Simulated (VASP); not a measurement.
Band structure of HfSi (relaxed from the rock salt structure, space group Fm-3m). All values below come from PBEsol GGA, VASP's PBE PAW potentials (set 64) (plane waves; VASP 6.6.1).

Unless said otherwise, spin-orbit coupling is left out, though it shifts the bands of the heavy elements here.

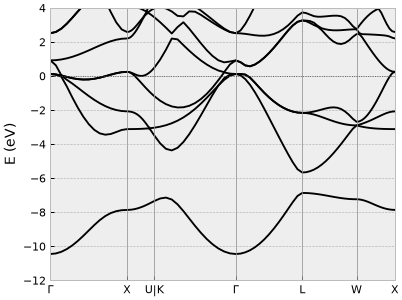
Fig. 1. Bands along high-symmetry lines, zero at the valence-band maximum or, without a gap, the Fermi level

**Question.** Read the plot: is there a gap, and where are the band edges?

**Answer.** It has no gap at this level: it comes out as a metal or semimetal. (Edges off the drawn lines would not show.)

The structure was generated: HfSi was put into the rock salt type (Fm-3m), which need not be its known phase. It was relaxed first, which changed the volume by -37 %.
